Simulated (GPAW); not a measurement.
# CuHO: property calculation

System: CuHO.
Method: B3LYP-D3/real-space grid, scalar-relativistic datasets (GPAW 26.7.0).

The geometry comes from this level: GFN2-xTB.

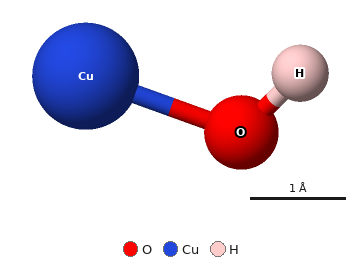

**Figure 1.** The structure as given in the input (ball-and-stick view, seen at a tilt). Sticks mark near contacts. Bond lengths as drawn: Cu–O 1.74 Å and H–O 0.95 Å.

The input (cuho_sp.py):
```python
import numpy as np
from ase import Atoms
from ase.units import Bohr, Debye
from gpaw import GPAW

# Geometry
positions_bohr = np.array(
              [[ -0.582130,  -0.731891,  -0.412282],
               [  2.185317,   0.025152,   1.203585],
               [ -1.603187,   0.706739,  -0.791304]])
atoms = Atoms(['O', 'Cu', 'H'], positions=positions_bohr * Bohr)
atoms.center(vacuum=5.5)

# Ground state
calc = GPAW(mode='fd',
            eigensolver='davidson',
            maxiter=87,
            xc='B3LYP-D3',
            h=0.2,
            occupations={'name': 'fermi-dirac', 'width': 0.02},
            txt='-')
atoms.calc = calc

energy = atoms.get_potential_energy()
print(f'Energy                  {energy:.5f} eV')
forces = atoms.get_forces()
print('Forces (eV/Ang)')
for symbol, f in zip(atoms.symbols, forces):
    print(f'{symbol:2} {f[0]:9.4f} {f[1]:9.4f} {f[2]:9.4f}')
dipole = atoms.get_dipole_moment() / Debye
print(f'Dipole                  {np.linalg.norm(dipole):.3f} D')
homo, lumo = calc.get_homo_lumo()
print(f'HOMO: {homo:.3f} eV')
print(f'LUMO: {lumo:.3f} eV')
print(f'Gap                     {lumo - homo:.3f} eV')
```

Run on 1 thread of Arm Neoverse V2, 24 GiB of memory available, shared host.

Launch command:
```bash
python3 -u cuho_sp.py | tee cuho_sp.out
```

The program's output:
```
__  _  _
 | _ |_)|_||  |
 |__||  | ||/\| - 26.7.0

units:  Angstrom and eV
cores:  1
OpenMP: False

Versions:
  Python: 3.12.14
  ASE:    3.29.0
  Numpy:  2.5.5
  Scipy:  1.18.1
  Libxc:  7.0.0

        _gpaw.cpython-312-aarch64-linux-gnu.so

Input parameters:
  mode=FD(),
  eigensolver=Davidson(niter=2),
  h=0.2,
  maxiter=87,
  occupations=Occupations(name='fermi-dirac', width=0.02),
  xc=XC(name='B3LYP-D3')
Traceback (most recent call last):
ValueError: not enough values to unpack (expected 2, got 1)

During handling of the above exception, another exception occurred:

NameError: Unknown functional: B3LYP-D3.
```

Outcome:

- outcome: refused by the program

Some settings of this run were drawn to be unusual or wrong (solver set to davidson). The program refused the input.
